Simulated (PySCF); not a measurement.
**I, I⁺: ionisation energy in def2-SVP with ECP28**

Aim: the ionisation energy of iodine from differences of total energies, at each level of theory, and how far each lands from the tabulated value where there is one.

The numbers are computed with PySCF 2.14.0 (unrestricted determinants in a Gaussian basis, no spin-orbit coupling in the energies), except any that are marked as measured or tabulated.

6 further runs of the same task are left out: 6 set aside as unsound or not needed.

## (1) The system

```
Element                                   : iodine (Z = 53)
Basis                                     : def2-SVP with the def2 core potential (28 electrons)
Hamiltonian                               : a scalar-relativistic core potential
State 1                                   : I: [Kr] 4d10 5s2 5p5, 2P determinant
State 2                                   : I⁺: [Kr] 4d10 5s2 5p4, high-spin 3P determinant
Methods                                   : UHF, MN15, PBE, MP2, CCSD(T)
Core shells frozen in the correlated runs : valence: 4s2 4p6 4d10 (for I)
```

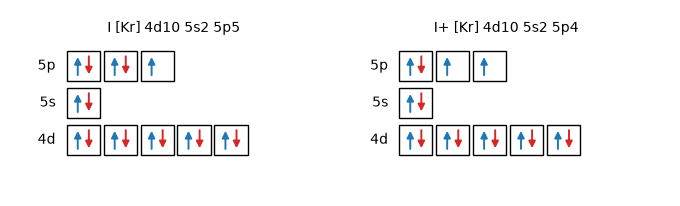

Occupation of the outer shells (arrows by Hund's rule).

One driver process ran all states and methods and kept the integrals in memory. Each run is shown as a PySCF script that sums up its settings (the driver passes frozen orbitals as a list and adds second-order terms of double hybrids); the logs are those of the runs themselves. The driver starts from symmetry-adapted Hartree-Fock orbitals, holds the occupation by maximum overlap and uses a logarithmic radial grid for functionals, so a plain start would take other cycles.

It was started by

```
$ OMP_NUM_THREADS=1 python atomrun2.py TASK.json OUT
```

The integrals over 26 functions and the set-up took 0.13 s of CPU time.

## (2) I

UHF:

input.py

```python
from pyscf import gto, scf, dft, mp, cc
import basis_set_exchange as bse
txt = bse.get_basis("def2-SVP", elements=["I"], fmt="nwchem", header=False)
cut = txt.index("\nECP")
mol = gto.M(atom="I 0 0 0", charge=0, spin=1, symmetry="D2h",
            basis=gto.basis.parse(txt[:cut]),
            ecp={"I": gto.basis.parse_ecp(txt[cut:])})
mf = scf.UHF(mol)
mf.irrep_nelec = {'Ag': (4, 4), 'B1g': (1, 1), 'B2g': (1, 1), 'B3g': (1, 1), 'B1u': (2, 2), 'B2u': (2, 2), 'B3u': (2, 1)}
mf.kernel()
```

The program printed:

```text
damping factor = 0
level_shift factor = 0
DIIS = <class 'pyscf.scf.diis.CDIIS'>
diis_start_cycle = 1
diis_space = 10
diis_damp = 0
SCF conv_tol = 1e-09
SCF conv_tol_grad = None
number electrons alpha = 13  beta = 12
cycle= 1 E= -296.649332730651  delta_E= -0.00263  |g|= 0.0167  |ddm|= 0.0667
cycle= 2 E= -296.649578076262  delta_E= -0.000245  |g|= 0.00525  |ddm|= 0.0205
cycle= 3 E= -296.649606217478  delta_E= -2.81e-05  |g|= 0.000392  |ddm|= 0.00999
cycle= 4 E= -296.649606462052  delta_E= -2.45e-07  |g|= 9.45e-05  |ddm|= 0.00147
cycle= 5 E= -296.649606474101  delta_E= -1.2e-08  |g|= 3.02e-05  |ddm|= 0.000337
cycle= 6 E= -296.649606475606  delta_E= -1.5e-09  |g|= 4.86e-06  |ddm|= 0.000157
cycle= 7 E= -296.649606475643  delta_E= -3.77e-11  |g|= 2.25e-07  |ddm|= 2.5e-05
converged SCF energy = -296.649606475643  <S^2> = 0.75577512  2S+1 = 2.0057668
```

Time after the integrals: 0.12 s (1 thread of Neoverse-N1, shared host).

Orbital energies by shell (radii are means over both spins):

```csv
shell,electrons,mean orbital energy (eV),spread (eV),rms radius (bohr)
4s α,1,-211.20,0,0.793
4s β,1,-210.98,0,0.793
4p α,3,-152.64,0.685,0.849
4p β,3,-152.42,0.160,0.849
4d α,5,-62.657,0.734,0.986
4d β,5,-62.482,0.439,0.986
5s α,1,-25.058,0,2.15
5s β,1,-22.615,0,2.15
5p α,3,-11.346,1.565,2.64
5p β,2,-10.294,0,2.64
```

⟨S²⟩ = 0.756, ⟨L²⟩ = 2.02.

Energies and moments cover only the electrons outside the core potential.

MN15:

input.py, as changed from the run before:

```diff
@@ -7,3 +7,3 @@
             ecp={"I": gto.basis.parse_ecp(txt[cut:])})
-mf = scf.UHF(mol)
+mf = dft.UKS(mol, xc="MN15")
 mf.irrep_nelec = {'Ag': (4, 4), 'B1g': (1, 1), 'B2g': (1, 1), 'B3g': (1, 1), 'B1u': (2, 2), 'B2u': (2, 2), 'B3u': (2, 1)}
```

The program printed:

```text
damping factor = 0
level_shift factor = 0
DIIS = <class 'pyscf.scf.diis.CDIIS'>
diis_start_cycle = 1
diis_space = 10
diis_damp = 0
SCF conv_tol = 1e-09
SCF conv_tol_grad = None
number electrons alpha = 13  beta = 12
XC functionals = MN15
    H. S. Yu, X. He, S. L. Li, and D. G. Truhlar.,  Chem. Sci. 7, 5032-5051 (2016)
    H. S. Yu, X. He, S. L. Li, and D. G. Truhlar.,  Chem. Sci. 7, 5032-5051 (2016)
cycle= 1 E= -296.948750776172  delta_E= -0.015  |g|= 0.0574  |ddm|= 0.222
cycle= 2 E= -296.949123962732  delta_E= -0.000373  |g|= 0.02  |ddm|= 0.0645
cycle= 3 E= -296.949218254155  delta_E= -9.43e-05  |g|= 0.00264  |ddm|= 0.0263
cycle= 4 E= -296.949221284028  delta_E= -3.03e-06  |g|= 0.000166  |ddm|= 0.00543
cycle= 5 E= -296.949221304069  delta_E= -2e-08  |g|= 4.78e-06  |ddm|= 0.000357
cycle= 6 E= -296.949221304097  delta_E= -2.75e-11  |g|= 2.96e-07  |ddm|= 1.83e-05
converged SCF energy = -296.949221304097  <S^2> = 0.75173514  2S+1 = 2.0017344
```

It took 0.58 s on 1 thread of Neoverse-N1, shared host, the integrals not counted.

PBE:

input.py, as changed from the run before:

```diff
@@ -7,3 +7,3 @@
             ecp={"I": gto.basis.parse_ecp(txt[cut:])})
-mf = dft.UKS(mol, xc="MN15")
+mf = dft.UKS(mol, xc="PBE")
 mf.irrep_nelec = {'Ag': (4, 4), 'B1g': (1, 1), 'B2g': (1, 1), 'B3g': (1, 1), 'B1u': (2, 2), 'B2u': (2, 2), 'B3u': (2, 1)}
```

The program printed:

```text
damping factor = 0
level_shift factor = 0
DIIS = <class 'pyscf.scf.diis.CDIIS'>
diis_start_cycle = 1
diis_space = 10
diis_damp = 0
SCF conv_tol = 1e-09
SCF conv_tol_grad = None
number electrons alpha = 13  beta = 12
XC functionals = PBE
    J. P. Perdew, K. Burke, and M. Ernzerhof.,  Phys. Rev. Lett. 77, 3865 (1996)
    J. P. Perdew, K. Burke, and M. Ernzerhof.,  Phys. Rev. Lett. 78, 1396 (1997)
    J. P. Perdew, K. Burke, and M. Ernzerhof.,  Phys. Rev. Lett. 77, 3865 (1996)
    J. P. Perdew, K. Burke, and M. Ernzerhof.,  Phys. Rev. Lett. 78, 1396 (1997)
cycle= 1 E= -297.655601878737  delta_E= -0.0055  |g|= 0.0175  |ddm|= 0.333
cycle= 2 E= -297.655722963601  delta_E= -0.000121  |g|= 0.00906  |ddm|= 0.0603
cycle= 3 E= -297.655772414045  delta_E= -4.95e-05  |g|= 0.00327  |ddm|= 0.0264
cycle= 4 E= -297.655775883306  delta_E= -3.47e-06  |g|= 2.38e-05  |ddm|= 0.0047
cycle= 5 E= -297.655775884006  delta_E= -7e-10  |g|= 2.32e-06  |ddm|= 8.76e-05
converged SCF energy = -297.655775884006  <S^2> = 0.75103883  2S+1 = 2.0010386
```

Time after the integrals: 0.27 s (1 thread of Neoverse-N1, shared host).

MP2 (valence):

input.py, as changed from the run before:

```diff
@@ -7,4 +7,5 @@
             ecp={"I": gto.basis.parse_ecp(txt[cut:])})
-mf = dft.UKS(mol, xc="PBE")
+mf = scf.UHF(mol)
 mf.irrep_nelec = {'Ag': (4, 4), 'B1g': (1, 1), 'B2g': (1, 1), 'B3g': (1, 1), 'B1u': (2, 2), 'B2u': (2, 2), 'B3u': (2, 1)}
 mf.kernel()
+mp.UMP2(mf, frozen=9).kernel()
```

This step left no log, only its results.

It took 0.01 s on 1 thread of Neoverse-N1, shared host, the integrals not counted.

With 7 electrons correlated, the MP2 correlation energy is -0.07794 hartree (-0.02000 same spin, -0.05794 opposite spin); the SCS form gives -0.07619. Largest pairs of shells: 5p-5p -0.0520, 5s-5p -0.0215, 5s-5s -0.0045.

CCSD(T) (valence):

input.py, as changed from the run before:

```diff
@@ -10,2 +10,3 @@
 mf.kernel()
-mp.UMP2(mf, frozen=9).kernel()
+mycc = cc.CCSD(mf, frozen=9).run()
+mycc.ccsd_t()
```

The program printed:

```text
CC2 = 0
CCSD nocc = (np.int64(4), np.int64(3)), nmo = (17, 17)
frozen orbitals [[0, 1, 2, 3, 4, 5, 6, 7, 8], [0, 1, 2, 3, 4, 5, 6, 7, 8]]
max_cycle = 100
direct = 0
conv_tol = 1e-08
conv_tol_normt = 1e-06
diis_space = 8
diis_start_cycle = 0
Init t2, MP2 energy = -0.0779405313637148
Init E_corr(UCCSD) = -0.0779405313637565
cycle = 1  E_corr(UCCSD) = -0.0879323556166706  dE = -0.00999182425  norm(t1,t2) = 0.032505
cycle = 2  E_corr(UCCSD) = -0.089731241052258  dE = -0.00179888544  norm(t1,t2) = 0.00981394
cycle = 3  E_corr(UCCSD) = -0.0904813926122124  dE = -0.00075015156  norm(t1,t2) = 0.00364104
cycle = 4  E_corr(UCCSD) = -0.090468378343317  dE = 1.30142689e-05  norm(t1,t2) = 0.000309964
cycle = 5  E_corr(UCCSD) = -0.090469929813643  dE = -1.55147033e-06  norm(t1,t2) = 7.29199e-05
cycle = 6  E_corr(UCCSD) = -0.0904696982086197  dE = 2.31605023e-07  norm(t1,t2) = 1.36208e-05
cycle = 7  E_corr(UCCSD) = -0.0904697635921403  dE = -6.53835207e-08  norm(t1,t2) = 2.99926e-06
cycle = 8  E_corr(UCCSD) = -0.0904697494021912  dE = 1.41899491e-08  norm(t1,t2) = 5.18822e-07
cycle = 9  E_corr(UCCSD) = -0.0904697508417001  dE = -1.43950887e-09  norm(t1,t2) = 7.35793e-08
UCCSD converged
E(UCCSD) = -296.740076226485  E_corr = -0.09046975084170009
UCCSD(T) correction = -0.000777711163197069
```

It took 0.18 s on 1 thread of Neoverse-N1, shared host, the integrals not counted.

CCSD correlation -0.09047 hartree, triples -0.00078; total -296.740854. T1 = 0.005, largest double amplitude 0.051.

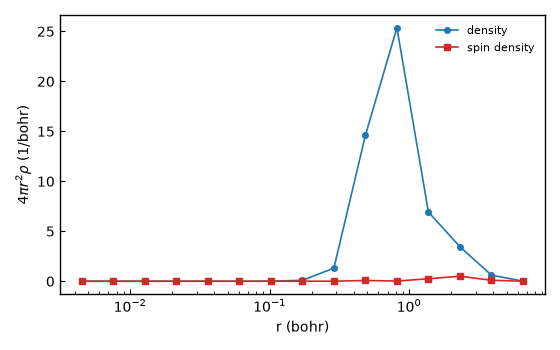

Radial density 4πr²ρ of I at UHF, the electrons outside the core potential, at 15 stored radii joined by straight lines.

## (3) I⁺, method by method

UHF:

input.py

```python
from pyscf import gto, scf, dft, mp, cc
import basis_set_exchange as bse
txt = bse.get_basis("def2-SVP", elements=["I"], fmt="nwchem", header=False)
cut = txt.index("\nECP")
mol = gto.M(atom="I 0 0 0", charge=1, spin=2, symmetry="D2h",
            basis=gto.basis.parse(txt[:cut]),
            ecp={"I": gto.basis.parse_ecp(txt[cut:])})
mf = scf.UHF(mol)
mf.irrep_nelec = {'Ag': (4, 4), 'B1g': (1, 1), 'B2g': (1, 1), 'B3g': (1, 1), 'B1u': (2, 1), 'B2u': (2, 2), 'B3u': (2, 1)}
mf.kernel()
```

The program printed:

```text
damping factor = 0
level_shift factor = 0
DIIS = <class 'pyscf.scf.diis.CDIIS'>
diis_start_cycle = 1
diis_space = 10
diis_damp = 0
SCF conv_tol = 1e-09
SCF conv_tol_grad = None
number electrons alpha = 13  beta = 11
cycle= 1 E= -296.296798430795  delta_E= -0.00279  |g|= 0.0173  |ddm|= 0.0723
cycle= 2 E= -296.297063706914  delta_E= -0.000265  |g|= 0.00549  |ddm|= 0.0225
cycle= 3 E= -296.297094548112  delta_E= -3.08e-05  |g|= 0.000377  |ddm|= 0.011
cycle= 4 E= -296.297094769934  delta_E= -2.22e-07  |g|= 6.32e-05  |ddm|= 0.00149
cycle= 5 E= -296.297094775202  delta_E= -5.27e-09  |g|= 1.62e-05  |ddm|= 0.00025
cycle= 6 E= -296.297094775541  delta_E= -3.39e-10  |g|= 2.47e-06  |ddm|= 8.05e-05
converged SCF energy = -296.297094775541  <S^2> = 2.0065884  2S+1 = 3.004389
```

Time after the integrals: 0.1 s (1 thread of Neoverse-N1, shared host).

Orbital energies by shell (radii are means over both spins):

```csv
shell,electrons,mean orbital energy (eV),spread (eV),rms radius (bohr)
4s α,1,-220.94,0,0.793
4s β,1,-220.44,0,0.793
4p α,3,-162.36,0.755,0.849
4p β,3,-161.86,0.174,0.849
4d α,5,-72.347,0.801,0.985
4d β,5,-71.953,0.477,0.985
5s α,1,-34.870,0,2.08
5s β,1,-29.738,0,2.08
5p α,3,-20.483,1.648,2.51
5p β,1,-18.268,0,2.51
```

⟨S²⟩ = 2.007, ⟨L²⟩ = 2.02.

Energies and moments cover only the electrons outside the core potential.

MN15:

input.py, as changed from the run before:

```diff
@@ -7,3 +7,3 @@
             ecp={"I": gto.basis.parse_ecp(txt[cut:])})
-mf = scf.UHF(mol)
+mf = dft.UKS(mol, xc="MN15")
 mf.irrep_nelec = {'Ag': (4, 4), 'B1g': (1, 1), 'B2g': (1, 1), 'B3g': (1, 1), 'B1u': (2, 1), 'B2u': (2, 2), 'B3u': (2, 1)}
```

The program printed:

```text
damping factor = 0
level_shift factor = 0
DIIS = <class 'pyscf.scf.diis.CDIIS'>
diis_start_cycle = 1
diis_space = 10
diis_damp = 0
SCF conv_tol = 1e-09
SCF conv_tol_grad = None
number electrons alpha = 13  beta = 11
XC functionals = MN15
    H. S. Yu, X. He, S. L. Li, and D. G. Truhlar.,  Chem. Sci. 7, 5032-5051 (2016)
    H. S. Yu, X. He, S. L. Li, and D. G. Truhlar.,  Chem. Sci. 7, 5032-5051 (2016)
cycle= 1 E= -296.567571932873  delta_E= -0.0147  |g|= 0.0594  |ddm|= 0.206
cycle= 2 E= -296.568021168036  delta_E= -0.000449  |g|= 0.0204  |ddm|= 0.0728
cycle= 3 E= -296.568109879524  delta_E= -8.87e-05  |g|= 0.00129  |ddm|= 0.0228
cycle= 4 E= -296.568110466966  delta_E= -5.87e-07  |g|= 0.000114  |ddm|= 0.00255
cycle= 5 E= -296.568110474301  delta_E= -7.33e-09  |g|= 2.7e-06  |ddm|= 0.000218
cycle= 6 E= -296.56811047431  delta_E= -9.32e-12  |g|= 1.58e-07  |ddm|= 1.17e-05
converged SCF energy = -296.56811047431  <S^2> = 2.0018937  2S+1 = 3.0012622
```

Time after the integrals: 0.58 s (1 thread of Neoverse-N1, shared host).

PBE:

input.py, as changed from the run before:

```diff
@@ -7,3 +7,3 @@
             ecp={"I": gto.basis.parse_ecp(txt[cut:])})
-mf = dft.UKS(mol, xc="MN15")
+mf = dft.UKS(mol, xc="PBE")
 mf.irrep_nelec = {'Ag': (4, 4), 'B1g': (1, 1), 'B2g': (1, 1), 'B3g': (1, 1), 'B1u': (2, 1), 'B2u': (2, 2), 'B3u': (2, 1)}
```

The program printed:

```text
damping factor = 0
level_shift factor = 0
DIIS = <class 'pyscf.scf.diis.CDIIS'>
diis_start_cycle = 1
diis_space = 10
diis_damp = 0
SCF conv_tol = 1e-09
SCF conv_tol_grad = None
number electrons alpha = 13  beta = 11
XC functionals = PBE
    J. P. Perdew, K. Burke, and M. Ernzerhof.,  Phys. Rev. Lett. 77, 3865 (1996)
    J. P. Perdew, K. Burke, and M. Ernzerhof.,  Phys. Rev. Lett. 78, 1396 (1997)
    J. P. Perdew, K. Burke, and M. Ernzerhof.,  Phys. Rev. Lett. 77, 3865 (1996)
    J. P. Perdew, K. Burke, and M. Ernzerhof.,  Phys. Rev. Lett. 78, 1396 (1997)
cycle= 1 E= -297.269666278074  delta_E= -0.00535  |g|= 0.0157  |ddm|= 0.313
cycle= 2 E= -297.26974346219  delta_E= -7.72e-05  |g|= 0.00284  |ddm|= 0.0361
cycle= 3 E= -297.269748785616  delta_E= -5.32e-06  |g|= 0.00151  |ddm|= 0.0113
cycle= 4 E= -297.269749634685  delta_E= -8.49e-07  |g|= 1.34e-05  |ddm|= 0.0027
cycle= 5 E= -297.269749634876  delta_E= -1.91e-10  |g|= 9.54e-07  |ddm|= 4.65e-05
converged SCF energy = -297.269749634876  <S^2> = 2.0012609  2S+1 = 3.0008405
```

It took 0.27 s on 1 thread of Neoverse-N1, shared host, the integrals not counted.

MP2 (valence):

input.py, as changed from the run before:

```diff
@@ -7,4 +7,5 @@
             ecp={"I": gto.basis.parse_ecp(txt[cut:])})
-mf = dft.UKS(mol, xc="PBE")
+mf = scf.UHF(mol)
 mf.irrep_nelec = {'Ag': (4, 4), 'B1g': (1, 1), 'B2g': (1, 1), 'B3g': (1, 1), 'B1u': (2, 1), 'B2u': (2, 2), 'B3u': (2, 1)}
 mf.kernel()
+mp.UMP2(mf, frozen=9).kernel()
```

The driver printed no log here.

It took 0.01 s on 1 thread of Neoverse-N1, shared host, the integrals not counted.

With 6 electrons correlated, the MP2 correlation energy is -0.06096 hartree (-0.01525 same spin, -0.04571 opposite spin); the SCS form gives -0.05993. Largest pairs of shells: 5p-5p -0.0298, 5s-5p -0.0266, 5s-5s -0.0045.

CCSD(T) (valence):

input.py, as changed from the run before:

```diff
@@ -10,2 +10,3 @@
 mf.kernel()
-mp.UMP2(mf, frozen=9).kernel()
+mycc = cc.CCSD(mf, frozen=9).run()
+mycc.ccsd_t()
```

The program printed:

```text
CC2 = 0
CCSD nocc = (np.int64(4), np.int64(2)), nmo = (17, 17)
frozen orbitals [[0, 1, 2, 3, 4, 5, 6, 7, 8], [0, 1, 2, 3, 4, 5, 6, 7, 8]]
max_cycle = 100
direct = 0
conv_tol = 1e-08
conv_tol_normt = 1e-06
diis_space = 8
diis_start_cycle = 0
Init t2, MP2 energy = -0.0609571179349256
Init E_corr(UCCSD) = -0.0609571179398479
cycle = 1  E_corr(UCCSD) = -0.0714176111831456  dE = -0.0104604932  norm(t1,t2) = 0.0356779
cycle = 2  E_corr(UCCSD) = -0.0736076375222352  dE = -0.00219002634  norm(t1,t2) = 0.0109786
cycle = 3  E_corr(UCCSD) = -0.0745321852972594  dE = -0.000924547775  norm(t1,t2) = 0.00405638
cycle = 4  E_corr(UCCSD) = -0.074516729214608  dE = 1.54560827e-05  norm(t1,t2) = 0.000403341
cycle = 5  E_corr(UCCSD) = -0.0745199505995323  dE = -3.22138492e-06  norm(t1,t2) = 8.01827e-05
cycle = 6  E_corr(UCCSD) = -0.0745195473507538  dE = 4.03248779e-07  norm(t1,t2) = 1.52255e-05
cycle = 7  E_corr(UCCSD) = -0.0745196668555515  dE = -1.19504798e-07  norm(t1,t2) = 2.86792e-06
cycle = 8  E_corr(UCCSD) = -0.0745196231442483  dE = 4.37113032e-08  norm(t1,t2) = 4.24725e-07
cycle = 9  E_corr(UCCSD) = -0.0745196292137705  dE = -6.06952225e-09  norm(t1,t2) = 6.90702e-08
UCCSD converged
E(UCCSD) = -296.3716144047546  E_corr = -0.07451962921377051
UCCSD(T) correction = -0.000708019503245735
```

It took 0.17 s on 1 thread of Neoverse-N1, shared host, the integrals not counted.

CCSD correlation -0.07452 hartree, triples -0.00071; total -296.372322. T1 = 0.006, largest double amplitude 0.055.

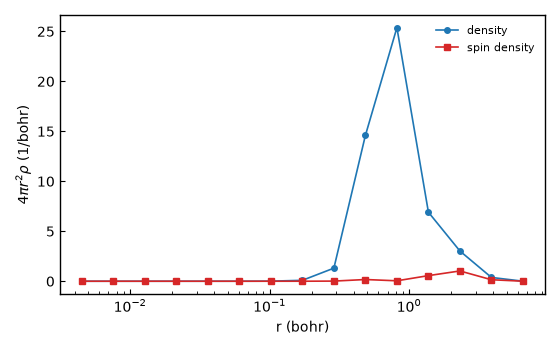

Radial density 4πr²ρ of I⁺ at UHF, the electrons outside the core potential, at 15 stored radii joined by straight lines.

## (4) How the shells move

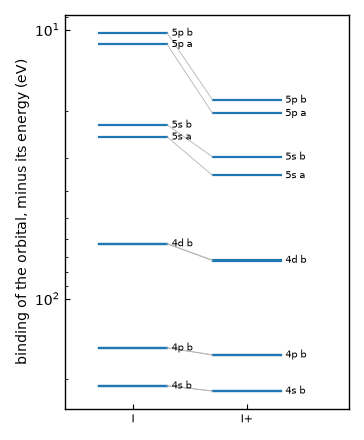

Hartree-Fock orbital energies of the states on a logarithmic scale (a, b: spin up and down; * marks an excited configuration).

## (5) The energy differences

Ionisation energy: I [Kr] 4d10 5s2 5p5 (2P) → I⁺ [Kr] 4d10 5s2 5p4 (3P).

```csv
method,value (eV),error (eV),"CPU time, both states (s)"
UHF,9.592,-0.926,0.22
MN15,10.371,-0.148,1.2
PBE,10.504,-0.014,0.54
MP2 (valence),10.054,-0.464,0.24
SCS-MP2 (valence),10.035,-0.484,0.24
CCSD (valence),10.026,-0.492,
CCSD(T) (valence),10.028,-0.490,0.57
```

Reference: 10.519 eV (measured; NIST levels, between the centres of gravity of the two terms). Errors of the correlated levels include the incompleteness of this basis.

Times are CPU seconds on a shared host without the integrals; correlated rows include their Hartree-Fock run, whose time holds the symmetry-adapted start and any spin-orbit constants, while functionals begin from orbitals already made.

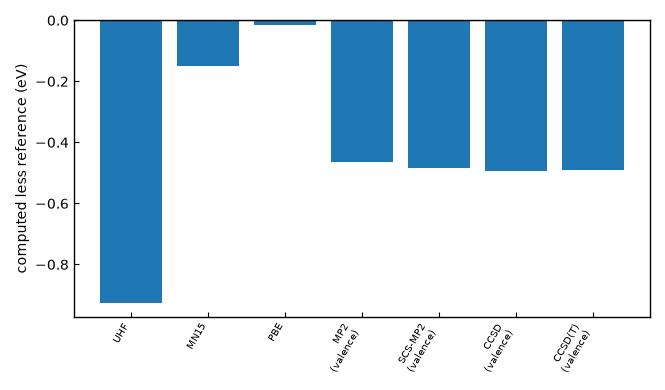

Computed less reference values by method.

## (6) Outcome

| quantity | value |
| --- | --- |
| ionisation energy, I | UHF 9.592, CCSD(T) (valence) 10.028 eV; reference 10.519 |

Each level's miss and price (over 1 difference):

```csv
method,mean absolute miss against the measured value (with the measured fine structure taken into account where it is known) (eV),"CPU time, both states (s)"
UHF,0.926,0.22
MN15,0.148,1.2
PBE,0.014,0.54
MP2 (valence),0.464,0.24
SCS-MP2 (valence),0.484,0.24
CCSD (valence),0.492,
CCSD(T) (valence),0.490,0.57
```

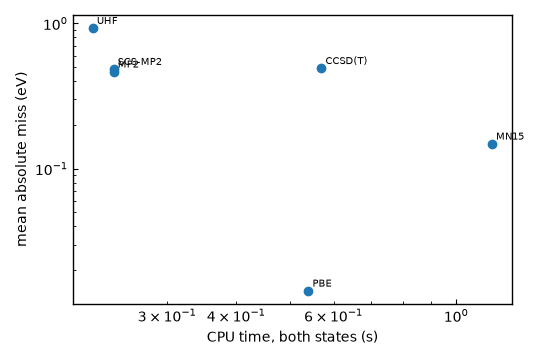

Miss against the measured value (with the measured fine structure taken into account where it is known) and CPU time.

In words: PBE lands nearest to the measured value (off by 0.01 eV); UHF misses by most (0.93 eV). Hartree-Fock falls short because the species with more electrons holds more correlation energy, which it lacks. PBE is off by -0.01 eV. All values hold for this basis alone; no basis-set limit was taken. The dearest level timed, MN15, costs 5.3 times the cheapest, UHF, and differs from the measured value (with the measured fine structure taken into account where it is known) by 0.15 against 0.93 eV.
